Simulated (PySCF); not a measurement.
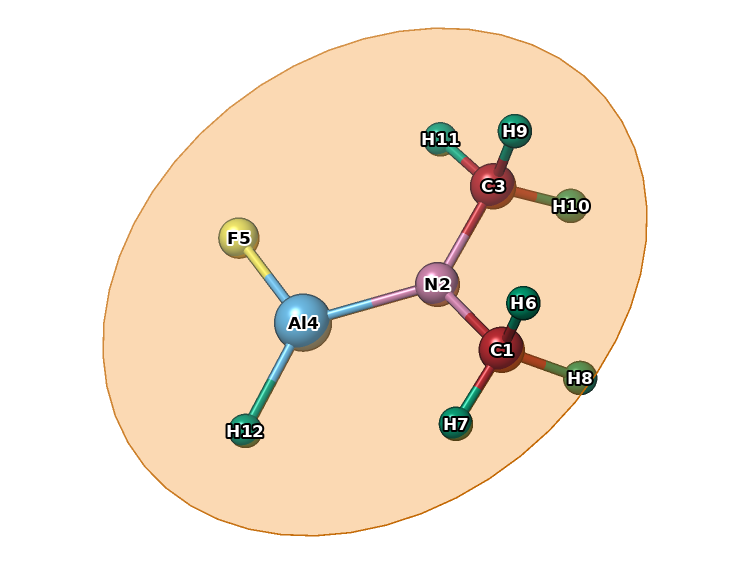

A disc through the centre of mass is drawn in. Depth is shown by fading: the farther an atom, the more it takes the colour of the background. The computed structure is the end point of a PBE0-D3(BJ)/def2-SVP optimisation. No frequency run is at hand to confirm it as a minimum.

Is the plane of the disc a mirror plane of the structure?

Answer. Yes. The reflection leaves C1, N2, C3, Al4, F5, H7, H11, H12 in place and moves H6 ↔ H8; H9 ↔ H10. The point group is Cs.
